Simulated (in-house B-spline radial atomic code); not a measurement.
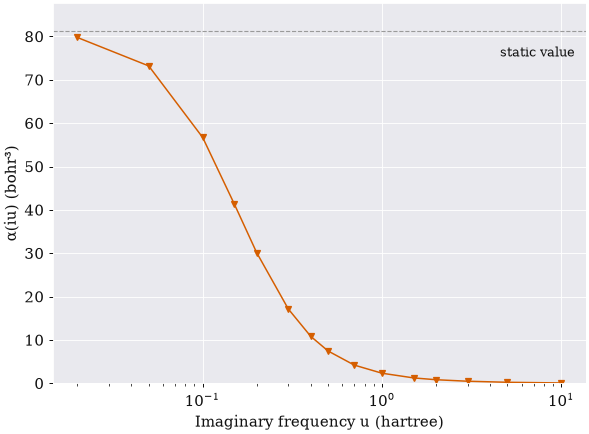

Dipole polarisability at imaginary frequency of neutral magnesium, [Ne] 3s². Relativistic RPA on Dirac–Hartree–Fock, no-pair Dirac–Coulomb, finite nucleus, computed with a B-spline radial code.

Question: What follows from the curve?

Answer: The static dipole polarisability is 81.2 bohr³ (the recommended value is 71.2); α(iu) falls to half of it near u = 0.15 hartree. The Casimir–Polder integral gives C₆ = 761 hartree bohr⁶ for two such species.

Limits of the model: RPA puts the weak triplet-like excitations of an outer s2 shell too low.
